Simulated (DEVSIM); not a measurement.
System: illuminated Si n-on-p cell, one wavelength, with a back-surface field, at 300 K.

| layer (left to right) | material | thickness (μm) | Nd (cm⁻³) | Na (cm⁻³) | τn (s) | τp (s) | absorption coefficient (cm⁻¹) |
|---|---|---|---|---|---|---|---|
| 1 | Si | 0.0540 | 2e18 | - | 5.9e-7 | 9.2e-8 | 9600 |
| 2 | Si | 65.0 | - | 4.7e15 | 6.6e-6 | 6.6e-6 | 9600 |
| 3 | Si | 0.240 | - | 8.3e18 | 6.6e-6 | 6.6e-6 | 9600 |

Left contact: ohmic, minority hole recombination velocity 50 cm/s. Right contact: ohmic, minority electron recombination velocity 30 cm/s. Voltage is applied to the left contact. Recombination: SRH at mid-gap, radiative, Auger. Light enters at the left, 2.1e16 photons cm⁻² s⁻¹, one pass, no reflection. Mobility is constant in doping.

This is a model device: material constants are rounded textbook-type values typed into the input, and sizes, dopings and lifetimes were drawn at random. Values at 300 K.

```tsv
parameter	Si
gap (eV)	1.124
affinity (eV)	4.05
permittivity	11.7
Nc (cm⁻³)	2.86e19
Nv (cm⁻³)	3.1e19
μn (cm²/Vs)	1417
μp (cm²/Vs)	470
B (cm³/s)	4.7e-15
Cn (cm⁶/s)	2.8e-31
Cp (cm⁶/s)	9.9e-32
```

Model (solved in DEVSIM): 1D drift-diffusion, Boltzmann statistics, complete ionisation; no tunnelling, impact ionisation, image-force lowering or self-heating.

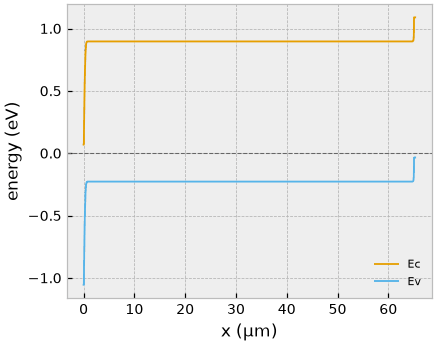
Band edges at zero bias, in the dark

Energies count from the Fermi level of the right contact; mesh points crowd at the junctions.

```csv
x (μm),Ec (eV),Ev (eV),n (cm⁻³),p (cm⁻³),field (V/cm)
0.000,0.069,-1.055,2.0e18,< 1e2,≈ 0
0.02273,0.069,-1.055,2.0e18,< 1e2,≈ 0
0.04594,0.071,-1.053,1.8e18,< 1e2,8200
0.07250,0.185,-0.939,2.3e16,5100,34000
0.1688,0.457,-0.667,6.1e11,1.9e8,25000
0.3704,0.804,-0.320,890000,1.3e14,9900
0.8652,0.897,-0.227,25000,4.7e15,≈ 0
2.869,0.897,-0.227,25000,4.7e15,≈ 0
6.996,0.897,-0.227,25000,4.7e15,≈ 0
17.12,0.897,-0.227,25000,4.7e15,≈ 0
39.62,0.897,-0.227,25000,4.7e15,≈ 0
57.28,0.897,-0.227,25000,4.7e15,≈ 0
61.90,0.897,-0.227,25000,4.7e15,≈ 0
63.78,0.897,-0.227,25000,4.7e15,≈ 0
64.68,0.897,-0.227,25000,4.7e15,21
64.92,0.903,-0.221,19000,6.0e15,1100
65.01,0.937,-0.187,5200,2.2e16,9100
65.05,1.035,-0.089,120,1.0e18,89000
65.10,1.090,-0.034,< 1e2,8.3e18,≈ 0
65.17,1.090,-0.034,< 1e2,8.3e18,≈ 0
65.25,1.090,-0.034,< 1e2,8.3e18,≈ 0
65.29,1.090,-0.034,< 1e2,8.3e18,≈ 0
```
